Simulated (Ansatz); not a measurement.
# H5NOSi: the cost of one run

Method: PBE0-D4/def2-TZVP structures, single points in def2-TZVPP, no counterpoise correction; program: Ansatz 0.2.0, Gaussian basis.

Levels: SPW92, PBE-D4, BLYP-D4, r2SCAN-D4, B97M-V, PBE0-D4, B3LYP-D4, r2SCAN0-D4, BHLYP-D4, CAM-B3LYP-D4, wB97X-V, wB97M-V, B2PLYP, PBE-QIDH, RPA on PBE, Hartree-Fock, MP2, CCSD, CCSD(T).

Correlated methods freeze the cores. B3LYP uses VWN-RPA correlation. B2PLYP carries no dispersion term here.

113 further runs of the same task are left out: 113 set aside as unsound or not needed.

## (1) The system as given

The complex: 13 atoms, charge 0, spin multiplicity 1.

Atoms are counted from 1 here; the program's logs count them from 0.

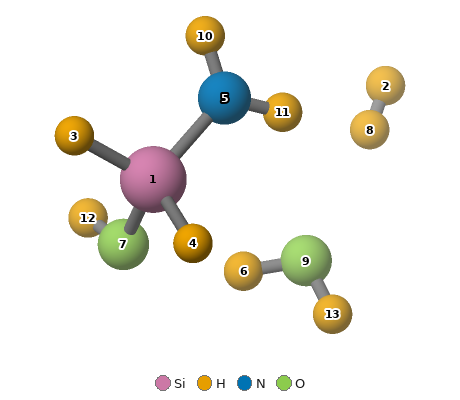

The starting geometry (silicon pink, hydrogen amber, nitrogen blue, oxygen green); atoms are numbered from 1 in the order of the file.

As a file:

```mol
H9NO2Si
  3D, bonds by distance, orders not assigned

 13 10  0  0  0  0  0  0  0  0999 V2000
   -1.1056   -1.2200   -0.1033 Si  0  0
    1.2733    3.0605    1.0932 H   0  0
   -2.5381   -1.5959   -0.2303 H   0  0
   -0.2566   -2.3544    0.3181 H   0  0
   -1.0471    0.0567    1.0125 N   0  0
    1.2466   -0.1539   -0.9794 H   0  0
   -0.4811   -0.8782   -1.6134 O   0  0
    1.4867    2.4465    0.7215 H   0  0
    1.8253    0.1743   -0.2757 O   0  0
   -1.8451    0.6297    1.2227 H   0  0
   -0.1685    0.4971    1.2387 H   0  0
   -0.9687   -0.2433   -2.1419 H   0  0
    2.5790   -0.4189   -0.2626 H   0  0
  1  3  8  0
  1  4  8  0
  1  5  8  0
  1  7  8  0
  2  8  8  0
  5 10  8  0
  5 11  8  0
  6  9  8  0
  7 12  8  0
  9 13  8  0
M  END
```

Its parts: H₅NOSi holds atoms 1, 3, 4, 5, 7, 10, 11, 12; H₂ holds atoms 2, 8; H₂O holds atoms 6, 9, 13. Each part counts its atoms afresh in its own runs.

## (2) Relaxing H₅NOSi alone

File relax-a/in.yaml:

```yaml
crystal:
  periodic: [false, false, false]
  atoms:
    - {symbol: Si, position_ang: [-1.105582, -1.219967, -0.103314]}
    - {symbol: H, position_ang: [-2.538057, -1.595913, -0.230315]}
    - {symbol: H, position_ang: [-0.256590, -2.354424, 0.318096]}
    - {symbol: N, position_ang: [-1.047091, 0.056671, 1.012486]}
    - {symbol: O, position_ang: [-0.481148, -0.878226, -1.613409]}
    - {symbol: H, position_ang: [-1.845072, 0.629692, 1.222702]}
    - {symbol: H, position_ang: [-0.168497, 0.497075, 1.238721]}
    - {symbol: H, position_ang: [-0.968705, -0.243271, -2.141920]}
basis:
  gaussian: {orbitals: def2-TZVP}
hamiltonian: {xc: pbe0, dispersion: d4}
relax: {f_tol: 0.005, max_steps: 200}
```

Run with:

```console
$ ansatz run in.yaml --threads 8 --pin off --events-out ev --progress --plain --max-ram 19148MiB
```

**Question.** How long does this run take on 8 threads of Arm Neoverse V2, shared host?

About 5.5 s.
